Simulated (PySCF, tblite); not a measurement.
# C₆H₆FNO: excited states, first hyperpolarisability

What do calculations give for the excited states, first hyperpolarisability of C₆H₆FNO (`Cn1c(F)ccc1C=O`)?

Programs: tblite 0.8.0 and PySCF 2.14.0, with routines of our own; each step states its level. All values are computed. Atoms count from 0.

### Step 1. The system as given

15 atoms, charge 0, multiplicity 1; geometry from: force field or distance geometry start.

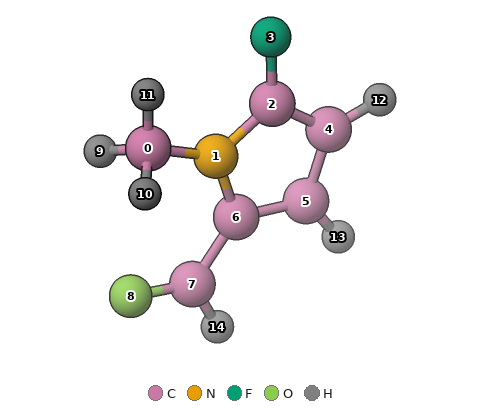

The starting geometry (carbon pink, nitrogen amber, fluorine teal, oxygen green, hydrogen grey).

### Step 2. Optimising the geometry with GFN2-xTB

The job: settings as JSON, then the geometry in Å.

```
{"job": {"kind": "relax", "xc": "GFN2-xTB", "basis": "xTB"}, "charge": 0, "multiplicity": 1}
C     -1.011000     1.578900    -0.101900
N     -0.008200     0.560400    -0.047200
C      1.348100     0.799200    -0.053000
F      1.909800     2.019900    -0.143800
C      2.014200    -0.387700     0.025900
C      1.028800    -1.405600     0.083500
C     -0.218500    -0.802700     0.046700
C     -1.503100    -1.451600     0.099400
O     -2.587200    -0.882600     0.061600
H     -1.633200     1.412000    -0.987900
H     -1.627900     1.526900     0.805500
H     -0.548400     2.561200    -0.163500
H      3.085300    -0.501200     0.033600
H      1.227300    -2.470200     0.151400
H     -1.480400    -2.548900     0.167800
```

The run is started by

```
OMP_NUM_THREADS=1 python excited_run.py task.json out
```

One launch serves the whole session: the jobs run in the order shown.

The program printed:

```text
step      E/eV     max force
  0    -751.34555    1.346
  1    -751.39783    1.260
  2    -751.42317    0.563
  3    -751.43887    0.350
  4    -751.45216    0.294
  5    -751.45947    0.257
  6    -751.46315    0.167
  7    -751.46492    0.117
  8    -751.46604    0.088
  9    -751.46654    0.063
 10    -751.46679    0.046
 11    -751.46695    0.031
 12    -751.46706    0.031
 13    -751.46712    0.020
 14    -751.46714    0.016
 15    -751.46717    0.012
 16    -751.46719    0.011
 17    -751.46720    0.012
 18    -751.46722    0.013
 19    -751.46723    0.013
 20    -751.46725    0.010
```

Run time: 0.13 s. Hardware: 1 thread of Intel Xeon Platinum 8375C at 2.90GHz, shared host.

Relaxation path:

| step | energy from step 0 (eV) | largest force (eV/Å) |
| --- | --- | --- |
| 0 | 0.0000 | 1.3460 |
| 1 | -0.0523 | 1.2595 |
| 2 | -0.0776 | 0.5629 |
| 3 | -0.0933 | 0.3500 |
| 4 | -0.1066 | 0.2942 |
| 5 | -0.1139 | 0.2573 |
| 6 | -0.1176 | 0.1671 |
| 7 | -0.1194 | 0.1172 |
| 8 | -0.1205 | 0.0884 |
| 9 | -0.1210 | 0.0630 |
| 10 | -0.1212 | 0.0459 |
| 11 | -0.1214 | 0.0306 |
| 12 | -0.1215 | 0.0313 |
| 13 | -0.1216 | 0.0196 |
| 14 | -0.1216 | 0.0164 |
| 15 | -0.1216 | 0.0122 |
| 16 | -0.1216 | 0.0114 |
| 17 | -0.1217 | 0.0117 |
| 18 | -0.1217 | 0.0132 |
| 19 | -0.1217 | 0.0128 |
| 20 | -0.1217 | 0.0100 |

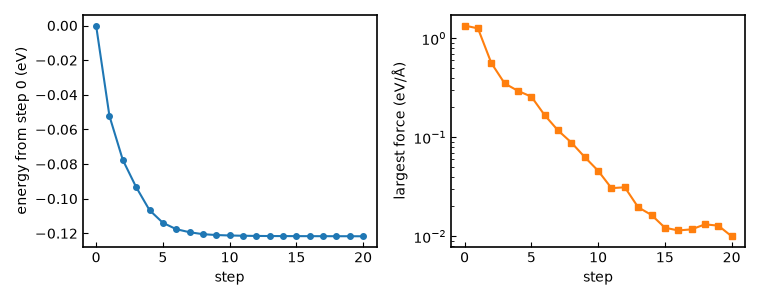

Energy and force, step by step.

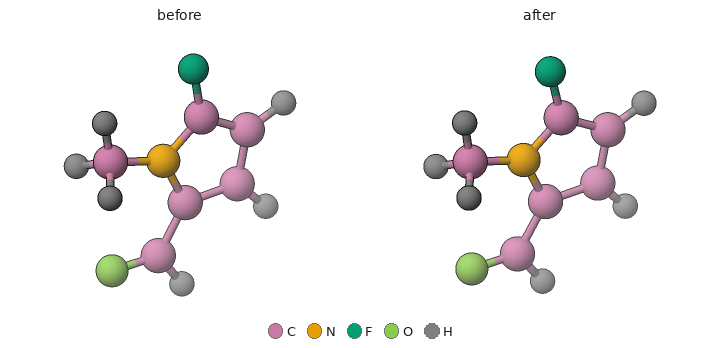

The geometry before (left) and after (right).

Distances of close pairs at the start and the end, largest changes first:

| bond | before (Å) | after (Å) | change (Å) |
| --- | --- | --- | --- |
| N1–C2 | 1.377 | 1.342 | -0.036 |
| C4–C5 | 1.418 | 1.395 | -0.023 |
| C2–C4 | 1.363 | 1.377 | +0.014 |
| C2–F3 | 1.347 | 1.333 | -0.014 |
| C5–H13 | 1.085 | 1.072 | -0.013 |
| C7–O8 | 1.225 | 1.212 | -0.013 |
| C7–H14 | 1.100 | 1.108 | +0.008 |
| C0–H10 | 1.098 | 1.091 | -0.008 |

The next job starts from the end point, and lists it.

### Step 3. Harmonic vibrations with GFN2-xTB

The job: settings as JSON, then the geometry in Å.

```
{"job": {"kind": "ir", "xc": "GFN2-xTB", "basis": "xTB"}, "charge": 0, "multiplicity": 1}
C     -1.012562     1.576298    -0.101632
N      0.007278     0.564894    -0.039976
C      1.332986     0.770246    -0.054625
F      1.811055     2.012183    -0.136150
C      2.024442    -0.418517     0.022202
C      1.048231    -1.412456     0.087722
C     -0.198505    -0.796194     0.048978
C     -1.494552    -1.413491     0.092806
O     -2.566940    -0.849744     0.059273
H     -1.648101     1.413817    -0.972831
H     -1.642554     1.525904     0.787178
H     -0.541586     2.555950    -0.165509
H      3.088002    -0.535814     0.029503
H      1.218688    -2.468161     0.156352
H     -1.430297    -2.516926     0.164797
```

The program printed:

```text
mode    cm-1     km/mol
  1      79.8      1.43
  2     101.7      9.67
  3     184.0      7.72
  4     197.3      0.27
  5     240.4      3.31
  6     279.6      3.57
  7     350.5      9.91
  8     413.4      4.04
  9     502.0      2.82
 10     585.5      6.85
 11     599.3      0.01
 12     618.7     52.32
 13     759.6     24.94
 14     766.6     13.31
 15     800.2     27.28
 16     833.4      0.34
 17     915.1      1.35
 18     970.5      7.20
 19    1043.7     24.51
 20    1104.6      0.19
 21    1133.1      0.50
 22    1165.7      9.49
 23    1202.0     10.51
 24    1358.2      1.08
 25    1380.3      3.62
 26    1401.3     82.04
 27    1414.6     17.08
 28    1438.1     10.14
 29    1460.6     34.04
 30    1472.0    239.14
 31    1514.5    146.06
 32    1554.0     51.92
 33    1714.9    510.49
 34    2766.9    121.21
 35    3002.5      4.27
 36    3020.2      5.93
 37    3035.6      5.56
 38    3176.0      7.12
 39    3196.6      4.39
```

It took 0.48 s on 1 thread of Intel Xeon Platinum 8375C at 2.90GHz, shared host.

The strongest bands and the atoms that carry them (share of the mass-weighted mode):

| cm⁻¹ | km/mol | atoms |
| --- | --- | --- |
| 619 | 52.3 | F3 39 %, C4 12 %, C7 12 %, C5 11 % |
| 1401 | 82.0 | C6 36 %, N1 24 % |
| 1461 | 34.0 | H9 36 %, H10 36 %, H11 10 % |
| 1472 | 239.1 | C6 36 %, C2 20 %, C5 11 % |
| 1514 | 146.1 | C2 38 %, N1 36 % |
| 1554 | 51.9 | C2 36 %, C4 21 %, C6 17 %, C5 15 % |
| 1715 | 510.5 | C7 61 %, O8 36 % |
| 2767 | 121.2 | H14 94 % |

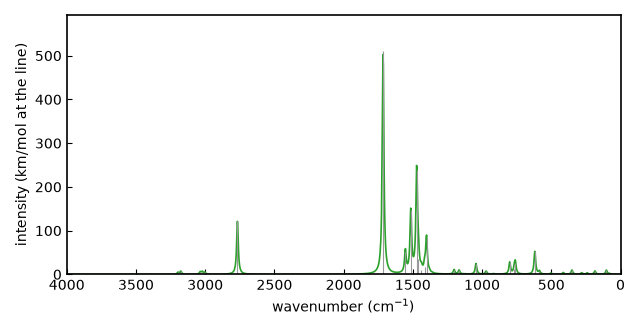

The infrared spectrum from these modes, unscaled. Lines are broadened to a width of 14 cm⁻¹ (Lorentzian).

### Step 4. Excited states: TDA LC-wPBE/def2-SVP

The job, as its differences from that of step 3:

```diff
@@ -1,2 +1,2 @@
-{"job": {"kind": "ir", "xc": "GFN2-xTB", "basis": "xTB"}, "charge": 0, "multiplicity": 1}
+{"job": {"kind": "states", "xc": "LC-wPBE", "basis": "def2-SVP", "tda": true, "soc": true, "nstates": 5, "ntriplets": 4, "nquad": 4}, "charge": 0, "multiplicity": 1}
 C     -1.012562     1.576298    -0.101632
```

Level: TDA LC-wPBE/def2-SVP excited states, vertical, gas phase, spin-orbit mean-field couplings.

The program printed:

```text
coarse grid: 13472 points
cycle   1  E = -461.1007153793  dE =  2.349e+00  |g| = 1.008e+00  |ddm| = 4.408e+00
cycle   2  E = -460.9638080154  dE =  1.369e-01  |g| = 1.398e+00  |ddm| = 2.861e+00
cycle   3  E = -461.3277236430  dE = -3.639e-01  |g| = 1.060e-01  |ddm| = 1.887e+00
cycle   4  E = -461.3299831569  dE = -2.260e-03  |g| = 7.103e-02  |ddm| = 1.750e-01
cycle   5  E = -461.3312010162  dE = -1.218e-03  |g| = 1.533e-02  |ddm| = 9.460e-02
cycle   6  E = -461.3313141048  dE = -1.131e-04  |g| = 7.038e-03  |ddm| = 3.528e-02
cycle   7  E = -461.3313408732  dE = -2.677e-05  |g| = 2.802e-03  |ddm| = 1.870e-02
cycle   8  E = -461.3313477312  dE = -6.858e-06  |g| = 9.499e-04  |ddm| = 1.140e-02
final grid: 133288 points
cycle   9  E = -461.4140044425  dE = -2.874e-05  |g| = 8.602e-03  |ddm| = 2.687e-02
cycle  10  E = -461.4140027791  dE =  1.663e-06  |g| = 9.722e-03  |ddm| = 1.510e-02
cycle  11  E = -461.4140182152  dE = -1.544e-05  |g| = 5.668e-04  |ddm| = 7.415e-03
cycle  12  E = -461.4140183242  dE = -1.090e-07  |g| = 3.659e-04  |ddm| = 7.858e-04
cycle  13  E = -461.4140183621  dE = -3.793e-08  |g| = 1.171e-04  |ddm| = 7.547e-04
cycle  14  E = -461.4140183692  dE = -7.125e-09  |g| = 4.462e-05  |ddm| = 2.201e-04
cycle  15  E = -461.4140183713  dE = -2.056e-09  |g| = 2.179e-05  |ddm| = 1.834e-04
cycle  16  E = -461.4140183716  dE = -2.665e-10  |g| = 5.982e-06  |ddm| = 5.434e-05
converged SCF energy = -461.4140183716

Singlet excitations
state   eV       nm        f     d(h-e)  d(exc)  Lambda  PR(NTO)  |dmu|/D   mu/D   main configurations
  1   4.2576   291.2   0.00024   0.930   2.350   0.444   1.003    2.358    0.806   H-1->L 0.90
  2   5.6324   220.1   0.47119   1.020   2.841   0.689   1.154    2.743    4.209   H->L 0.89
  3   6.5350   189.7   0.12584   1.041   2.895   0.558   1.205    2.741    4.231   H-2->L 0.87
  4   8.2724   149.9   0.19364   0.287   2.749   0.720   1.323    0.364    1.241   H->L+1 0.85
  5   8.3799   148.0   0.00379   0.512   3.045   0.348   1.045                     H->L+2 0.71, H->L+7 0.08

Triplet excitations (Tamm-Dancoff)
state   eV     d(h-e)  d(exc)  Lambda  PR(NTO)   main configurations
  1   3.3583   0.476   2.653   0.696   1.061   H->L 0.90
  2   3.6352   0.887   2.301   0.442   1.004   H-1->L 0.88
  3   4.9262   0.965   2.706   0.551   1.027   H-2->L 0.87
  4   5.7423   0.323   2.339   0.741   1.370   H->L+1 0.75, H-3->L 0.10
S1 - T1 = 0.8992 eV

Spin-orbit couplings |<S|Hso|T>| (cm-1)
             T1       T2       T3       T4
S0        0.037   51.222    0.052    0.246
S1       20.843    0.058    5.867   17.721
S2        0.014   19.214    0.007    0.084
S3        0.011    2.860    0.003    0.002
S4        0.124    2.476    0.038    0.104
S5        4.867    0.320    1.795    5.606
T1 sublevels (cm-1): 0.000 0.000 0.130   radiative rates (1/s): 4.72e-05 0.0014 1.39
```

It took 47 s on 1 thread of Intel Xeon Platinum 8375C at 2.90GHz, shared host; peak memory 0.72 GiB.

From this job:

| quantity | value |
| --- | --- |
| S1 less T1 | 0.90 eV |

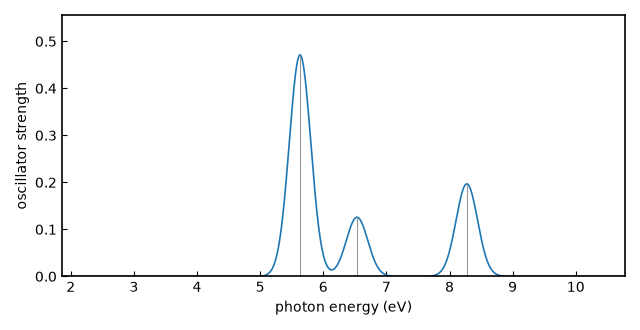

Absorption lines of the singlets. Lines are broadened to a width of 0.40 eV (Gaussian).

The fields below are evaluated on a grid from the run's orbitals.

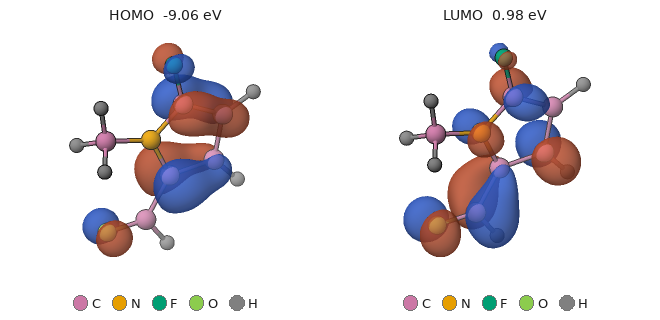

Frontier orbitals at LC-wPBE/def2-SVP; each surface holds 70 % of the orbital's density, blue and red mark the sign.

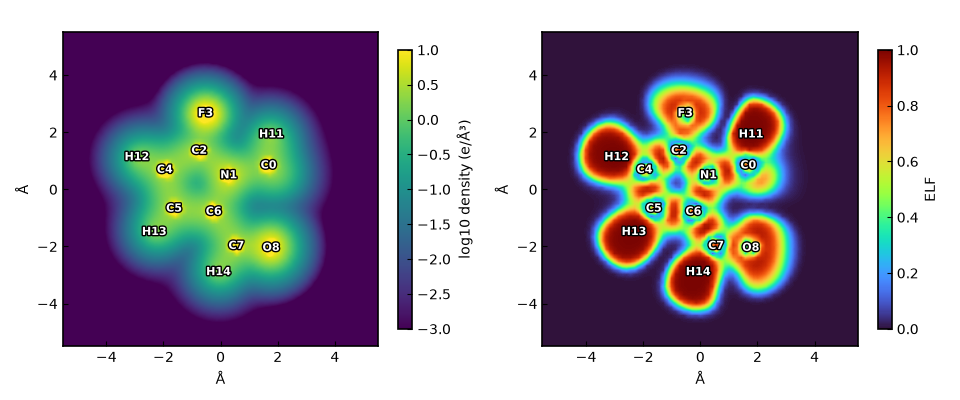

Density (left) and ELF (right) in a plane through or near 13 of the atoms.

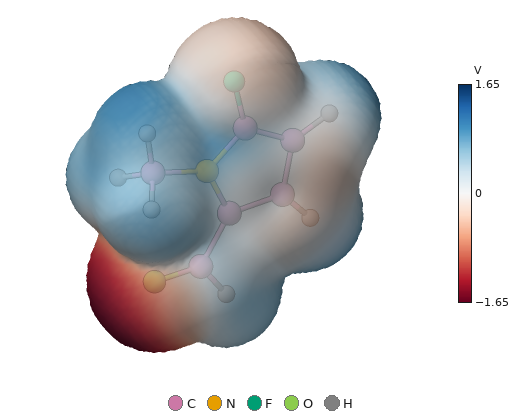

Electrostatic potential on the surface of density 0.002 e/bohr³; red is low, blue high. It runs, from the 1st to the 99th percentile, from -1.65 V near O8 to 1.05 V near H13.

### Step 5. Excited states: TDDFT B3LYP/aug-cc-pVDZ

The job, as its differences from that of step 4:

```diff
@@ -1,2 +1,2 @@
-{"job": {"kind": "states", "xc": "LC-wPBE", "basis": "def2-SVP", "tda": true, "soc": true, "nstates": 5, "ntriplets": 4, "nquad": 4}, "charge": 0, "multiplicity": 1}
+{"job": {"kind": "states", "xc": "B3LYP", "basis": "aug-cc-pVDZ", "tpa": true, "nstates": 6, "nquad": 5, "ntriplets": 0}, "charge": 0, "multiplicity": 1}
 C     -1.012562     1.576298    -0.101632
```

Method: TDDFT B3LYP/aug-cc-pVDZ excited states, vertical, gas phase, two-photon moments by quadratic response.

The program printed:

```text
coarse grid: 13472 points
cycle   1  E = -461.9010855028  dE =  1.843e+00  |g| = 9.280e-01  |ddm| = 1.987e+01
cycle   2  E = -461.1124136890  dE =  7.887e-01  |g| = 2.099e+00  |ddm| = 9.603e+00
cycle   3  E = -462.0673932089  dE = -9.550e-01  |g| = 2.561e-01  |ddm| = 8.167e+00
cycle   4  E = -462.0776597322  dE = -1.027e-02  |g| = 1.531e-01  |ddm| = 1.113e+00
cycle   5  E = -462.0824040761  dE = -4.744e-03  |g| = 4.859e-02  |ddm| = 4.305e-01
cycle   6  E = -462.0829496973  dE = -5.456e-04  |g| = 1.298e-02  |ddm| = 1.233e-01
cycle   7  E = -462.0829836033  dE = -3.391e-05  |g| = 4.168e-03  |ddm| = 3.914e-02
cycle   8  E = -462.0829869329  dE = -3.330e-06  |g| = 1.381e-03  |ddm| = 1.287e-02
final grid: 133288 points
cycle   9  E = -462.1013964894  dE = -3.411e-05  |g| = 7.145e-03  |ddm| = 3.591e-01
cycle  10  E = -462.1013715671  dE =  2.492e-05  |g| = 1.271e-02  |ddm| = 6.208e-02
cycle  11  E = -462.1014082051  dE = -3.664e-05  |g| = 2.444e-03  |ddm| = 3.180e-02
cycle  12  E = -462.1014094309  dE = -1.226e-06  |g| = 4.367e-04  |ddm| = 6.335e-03
cycle  13  E = -462.1014094644  dE = -3.348e-08  |g| = 1.713e-04  |ddm| = 1.383e-03
cycle  14  E = -462.1014094700  dE = -5.587e-09  |g| = 3.928e-05  |ddm| = 4.516e-04
cycle  15  E = -462.1014094703  dE = -3.245e-10  |g| = 1.855e-05  |ddm| = 1.507e-04
converged SCF energy = -462.1014094703

Singlet excitations
state   eV       nm        f     d(h-e)  d(exc)  Lambda  PR(NTO)  |dmu|/D   mu/D   delta(TPA)   sigma/GM   main configurations
  1   3.9973   310.2   0.00027   1.323   2.742   0.450   1.003    2.813    0.701        0.06      0.000   H-1->L 0.98
  2   4.8967   253.2   0.32970   1.217   3.098   0.675   1.215    2.215    4.224      218.82      1.922   H->L 0.90
  3   5.3342   232.4   0.06765   1.397   3.140   0.540   1.138    3.066    5.061        8.26      0.086   H-2->L 0.90
  4   5.4161   228.9   0.00039   1.194   4.454   0.269   1.004    4.882    4.607       45.66      0.491   H->L+1 0.98
  5   5.8003   213.8   0.00158   1.427   4.919   0.177   1.003    6.228    5.678        8.93      0.110   H->L+2 0.98
  6   6.0653   204.4   0.00224   2.225   4.766   0.154   1.006                                            H-1->L+1 0.93
```

Wall time 57 s (1 thread of Intel Xeon Platinum 8375C at 2.90GHz, shared host); peak memory 0.94 GiB.

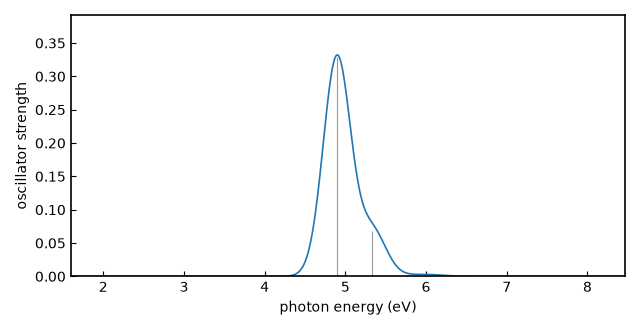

Absorption lines of the singlets. Lines are broadened to a width of 0.40 eV (Gaussian).

### Step 6. First hyperpolarisability: quadratic response B3LYP/aug-cc-pVDZ

The job, as its differences from that of step 5:

```diff
@@ -1,2 +1,2 @@
-{"job": {"kind": "states", "xc": "B3LYP", "basis": "aug-cc-pVDZ", "tpa": true, "nstates": 6, "nquad": 5, "ntriplets": 0}, "charge": 0, "multiplicity": 1}
+{"job": {"kind": "beta", "xc": "B3LYP", "basis": "aug-cc-pVDZ", "wavelengths": [1064, 800]}, "charge": 0, "multiplicity": 1}
 C     -1.012562     1.576298    -0.101632
```

With the program's defaults for keys left out, this is: quadratic response B3LYP/aug-cc-pVDZ first hyperpolarisability, Taylor convention, gas phase.

The program printed:

```text
coarse grid: 13472 points
cycle   1  E = -461.9010855028  dE =  1.843e+00  |g| = 9.280e-01  |ddm| = 1.987e+01
cycle   2  E = -461.1124136890  dE =  7.887e-01  |g| = 2.099e+00  |ddm| = 9.603e+00
cycle   3  E = -462.0673932089  dE = -9.550e-01  |g| = 2.561e-01  |ddm| = 8.167e+00
cycle   4  E = -462.0776597322  dE = -1.027e-02  |g| = 1.531e-01  |ddm| = 1.113e+00
cycle   5  E = -462.0824040761  dE = -4.744e-03  |g| = 4.859e-02  |ddm| = 4.305e-01
cycle   6  E = -462.0829496973  dE = -5.456e-04  |g| = 1.298e-02  |ddm| = 1.233e-01
cycle   7  E = -462.0829836033  dE = -3.391e-05  |g| = 4.168e-03  |ddm| = 3.914e-02
cycle   8  E = -462.0829869329  dE = -3.330e-06  |g| = 1.381e-03  |ddm| = 1.287e-02
final grid: 133288 points
cycle   9  E = -462.1013964894  dE = -3.411e-05  |g| = 7.145e-03  |ddm| = 3.591e-01
cycle  10  E = -462.1013715671  dE =  2.492e-05  |g| = 1.271e-02  |ddm| = 6.208e-02
cycle  11  E = -462.1014082051  dE = -3.664e-05  |g| = 2.444e-03  |ddm| = 3.180e-02
cycle  12  E = -462.1014094309  dE = -1.226e-06  |g| = 4.367e-04  |ddm| = 6.335e-03
cycle  13  E = -462.1014094644  dE = -3.348e-08  |g| = 1.713e-04  |ddm| = 1.383e-03
cycle  14  E = -462.1014094700  dE = -5.587e-09  |g| = 3.928e-05  |ddm| = 4.516e-04
cycle  15  E = -462.1014094703  dE = -3.245e-10  |g| = 1.855e-05  |ddm| = 1.507e-04
converged SCF energy = -462.1014094703

Lowest singlets (eV, f): 3.9973 0.0003  4.8967 0.3297  5.3342 0.0677

First hyperpolarisability (au)
process     nm      |vector|   parallel      HRS      DR
static         -      551.60     194.32     222.01   5.532
shg       1064.0      726.36     281.38     294.15   5.536
eope      1064.0      600.33     218.17          -       -
shg        800.0      950.64     397.44      386.9   5.554
eope       800.0      643.50     239.59          -       -
```

Wall time 58 s (1 thread of Intel Xeon Platinum 8375C at 2.90GHz, shared host); peak memory 0.93 GiB.

### Step 7. Outcome

| quantity | value |
| --- | --- |
| strongest single infrared mode (GFN2-xTB) | 1715 cm⁻¹, 510 km/mol |
| zero-point energy (GFN2-xTB) | 68.3 kcal/mol |
| S1 less T1 (step 4, TDA LC-wPBE/def2-SVP) | 0.90 eV |
| surface potential, 1st and 99th percentile | -1.65 V and 1.05 V |
| β vector (step 6, quadratic response B3LYP/aug-cc-pVDZ) | static 552, SHG 1064.0 nm 726, SHG 800.0 nm 951 au |

**Reading.** All 39 modes are real, so the xTB geometry is a minimum. The strongest single mode, at 1715 cm⁻¹, moves mainly C7 and O8. Unscaled tight-binding wavenumbers are off by several per cent, some by more. Its intensities can rank the bands wrongly. In step 4, the number of triplets below S1 is 2, and the largest singlet-triplet spin-orbit coupling is S0–T2, 51.22 cm⁻¹. β grows from 552 au (static) to 951 au for doubling at 800.0 nm: normal dispersion, which grows as twice the photon energy moves toward the bright states.
